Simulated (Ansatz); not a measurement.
A series of calculations on BSi₃H₉S

Part 1: Relaxation

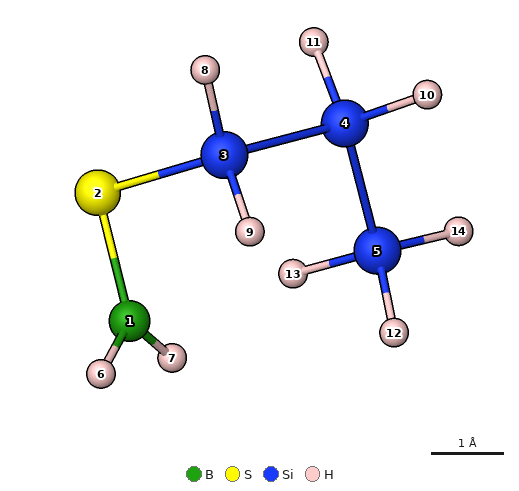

Starting structure of BSi$_{3}$H$_{9}$S. The picture is a ball-and-stick view, seen at a tilt.

The run prepares an end point of a later path (torsion) calculation, from a guessed geometry.

Method: RKS BLYP/def2-SVP in Ansatz.

Input
```yaml
crystal:
  periodic: [false, false, false]
  atoms:
    - { symbol: B, position_ang: [-0.664, 2.1538, 0.9697] }
    - { symbol: S, position_ang: [-0.9879, 0.7446, 2.1248] }
    - { symbol: Si, position_ang: [-1.5639, -0.5848, 0.5169] }
    - { symbol: Si, position_ang: [0.3545, -1.6346, -0.2404] }
    - { symbol: Si, position_ang: [1.753, -0.1742, -1.0515] }
    - { symbol: H, position_ang: [-1.611, 2.9341, 0.6921] }
    - { symbol: H, position_ang: [0.3842, 2.4041, 0.5064] }
    - { symbol: H, position_ang: [-2.4287, -1.5751, 1.0469] }
    - { symbol: H, position_ang: [-2.1842, 0.1604, -0.5227] }
    - { symbol: H, position_ang: [-0.1161, -2.5612, -1.2909] }
    - { symbol: H, position_ang: [0.8901, -2.4102, 0.8759] }
    - { symbol: H, position_ang: [1.1094, 0.6936, -2.016] }
    - { symbol: H, position_ang: [2.2018, 0.6906, 0.0553] }
    - { symbol: H, position_ang: [2.8498, -0.8702, -1.6377] }
basis:
  gaussian: { orbitals: def2-SVP }
hamiltonian:
  xc: blyp
relax:
  f_tol: 0.015
  max_steps: 40
output:
  orbitals: {}
```

Run as
```bash
ansatz run input.yaml --threads 2 --pin off --max-ram 3072MiB --backend cpu --events-out ev --progress --plain --runs-dir out
```

Question: Where does the relaxation end?

Answer: The largest move after the best rigid fit is that of H7, 1.78 Å. Largest moves by element: H 1.78 Å, B 0.29 Å, S 0.28 Å, Si 0.24 Å. Among the contacts that change: Si4–Si5 2.179 → 2.372 Å, Si3–H8 1.418 → 1.502 Å, Si5–H14 1.425 → 1.503 Å, Si3–Si4 2.314 → 2.374 Å. Among the angles between lasting bonds that change: B1–S2–Si3 92.9° → 103.1°, S2–B1–H7 124.4° → 115.9°, H6–B1–H7 116.9° → 122.0°. Groups turn about B1–S2 by about 90°. Over 33 accepted moves (38 points after the start) the energy falls by 126.1 kJ/mol. The largest force component goes from 1.7 to 0.0065 eV/Å. The line search rejected the trial steps at points 19, 26, 28, 29, 36 of the run. The forces were under the threshold at step 15, but the run went on from there. Cost: 62 s on 2 threads of Intel(R) Xeon(R) 6975P-C (Granite Rapids), on a shared host, peak memory 0.2 GiB.

The structure at the end:

```xyz
14

B    -0.6417    2.2790    1.2346
S    -1.2422    0.8500    2.1363
Si   -1.6884   -0.6115    0.5262
Si    0.2924   -1.6659   -0.2487
Si    1.8306   -0.1857   -1.2824
H    -0.5633    2.2924    0.0272
H    -0.3245    3.2325    1.9077
H    -2.6058   -1.6207    1.1544
H    -2.4192    0.0849   -0.5837
H    -0.1045   -2.7334   -1.2352
H     0.9484   -2.3426    0.9239
H     1.1860    0.4920   -2.4571
H     2.2939    0.8589   -0.3095
H     3.0252   -0.9589   -1.7649
```

The end point in the same view:

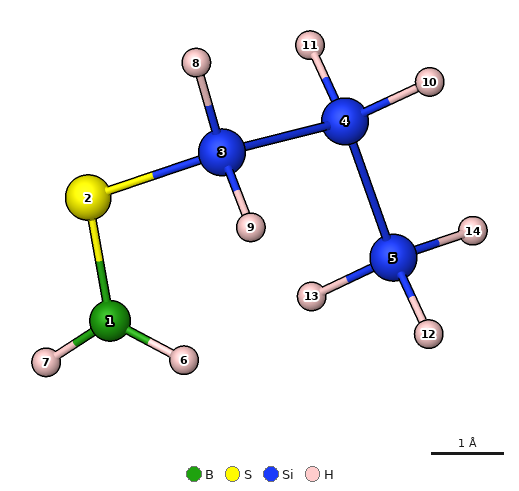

Part 2: Relaxation

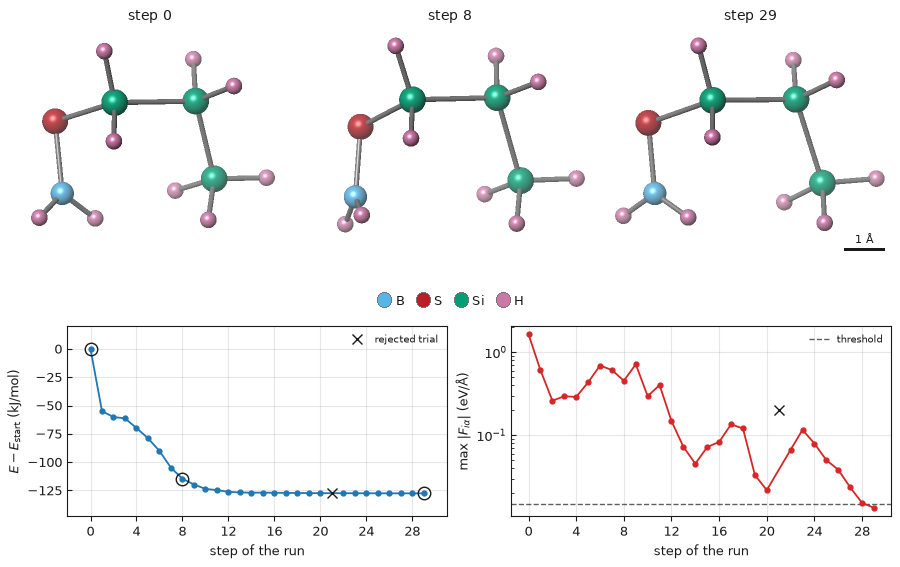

Frames of a relaxation of BSi$_{3}$H$_{9}$S, marked on the history of the run. The picture is a ball-and-stick view, seen at a tilt.

The run prepares an end point of a later path (torsion) calculation, from a guessed geometry.

Method: RKS BLYP/def2-SVP (Ansatz 0.2.0).

The input:
```yaml
crystal:
  periodic: [false, false, false]
  atoms:
    - { symbol: B, position_ang: [-0.664, 2.1538, 0.9697] }
    - { symbol: S, position_ang: [-0.9879, 0.7446, 2.1248] }
    - { symbol: Si, position_ang: [-0.45023, 1.90722, 3.8694] }
    - { symbol: Si, position_ang: [-2.36547, 2.97081, 4.61541] }
    - { symbol: Si, position_ang: [-3.11184, 4.34762, 3.10089] }
    - { symbol: H, position_ang: [-1.611, 2.9341, 0.6921] }
    - { symbol: H, position_ang: [0.3842, 2.4041, 0.5064] }
    - { symbol: H, position_ang: [-0.01815, 1.01489, 4.88257] }
    - { symbol: H, position_ang: [0.55781, 2.849, 3.52622] }
    - { symbol: H, position_ang: [-1.94116, 3.696, 5.831] }
    - { symbol: H, position_ang: [-3.31886, 1.9287, 4.98905] }
    - { symbol: H, position_ang: [-2.06565, 5.23136, 2.62967] }
    - { symbol: H, position_ang: [-3.54446, 3.55324, 1.93636] }
    - { symbol: H, position_ang: [-4.19889, 5.08605, 3.6523] }
basis:
  gaussian: { orbitals: def2-SVP }
hamiltonian:
  xc: blyp
relax:
  f_tol: 0.015
  max_steps: 40
output:
  orbitals: {}
```

Run as
```bash
ansatz run input.yaml --threads 2 --pin off --max-ram 3072MiB --backend cpu --events-out ev --progress --plain --runs-dir out
```

**What happens along the run?**

The energy falls by 127.5 kJ/mol in 28 accepted moves (29 points after the start). The largest force component goes from 1.6 to 0.013 eV/Å. The line search rejected the trial step at point 21 of the run. The largest move after the best rigid fit is that of H6, 1.83 Å. By element the largest moves are H 1.83 Å, B 0.27 Å, S 0.24 Å, Si 0.24 Å. Among the contacts that change: Si4–Si5 2.179 → 2.372 Å, Si3–H8 1.418 → 1.501 Å, Si5–H14 1.425 → 1.502 Å, Si3–Si4 2.314 → 2.374 Å. Among the angles between lasting bonds that change: B1–S2–Si3 92.9° → 103.0°, H6–B1–H7 116.9° → 122.0°, Si5–Si4–H11 113.9° → 109.7°. Groups turn about B1–S2 by about 90°. From step 0 to 8: H6 moves most (1.32 Å), energy −114.6 kJ/mol. From step 8 to 29: H7 moves most (0.93 Å), energy −12.9 kJ/mol.

Part 3: Path

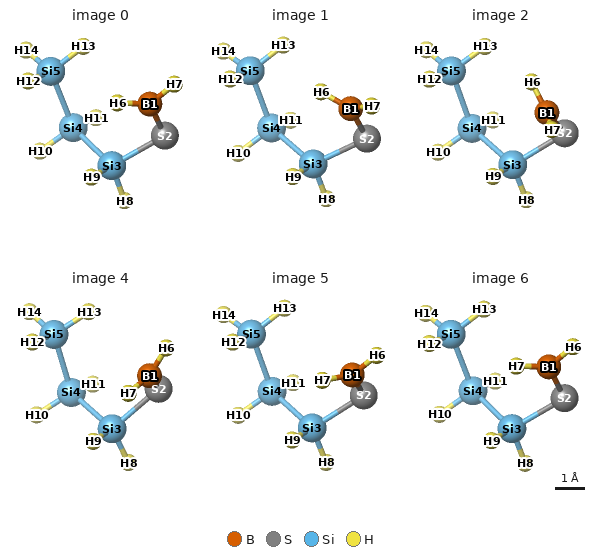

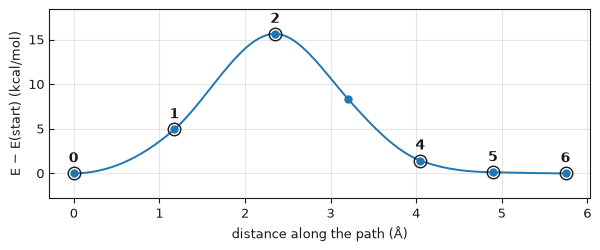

A nudged-elastic-band calculation for BSi₃H₉S. Images are numbered from 0 (start) to 6 (end). The picture is a ball-and-stick view, seen from a free direction.

Theory: RKS BLYP/def2-SVP in Ansatz. Set-up: 5 movable images; climbing image; force threshold 0.05 eV/Å; iteration limit 60; starting path through a guess of the saddle point.

**Read off the barrier and say what moves.**

The motion is a rotation about the B1–S2 bond by about 180°. No bond forms or breaks between the ends. Among the angles between lasting bonds that change up to the highest image: B1–S2–Si3 103.1° → 96.0°, S2–B1–H7 115.9° → 119.5°. The barrier is about 15.6 kcal/mol in both directions, with image 2 at the top; the ends have the same energy. The band converged in 20 iterations. The largest component of the band force went from 83 to 0.029 eV/Å. The climbing image converged on the top of the path. Its vibrational analysis gives one imaginary mode (466i cm⁻¹), as a transition state must have.
